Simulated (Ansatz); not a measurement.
These are PBE (plane waves to 420 eV, PAW; Ansatz, an electronic-structure program) values and carry that method's errors.

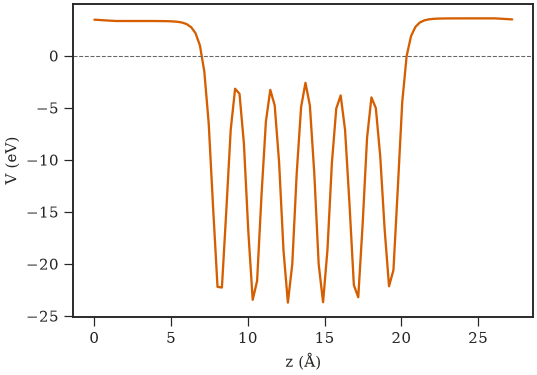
Figure: Plane-averaged electrostatic potential energy along the normal, in eV from the Fermi level, for the (100) surface of rock-salt TaC, N on half the C sites of the top plane, c(2x2) (bottom of the slab: a bare face, its two planes held)

Slab: 24 atoms, 11.2 Å thick at the start; k 9x9x1, smearing 0.1 eV, dipole-corrected; 8 atoms held, the rest relaxed; symmetry of the start imposed; no spin, no spin-orbit, no U. It is one candidate, not shown to be the stable structure of the face.

The vacuum level lies 3.59 eV above the Fermi level over the top face and 3.33 eV above it under the bottom face.
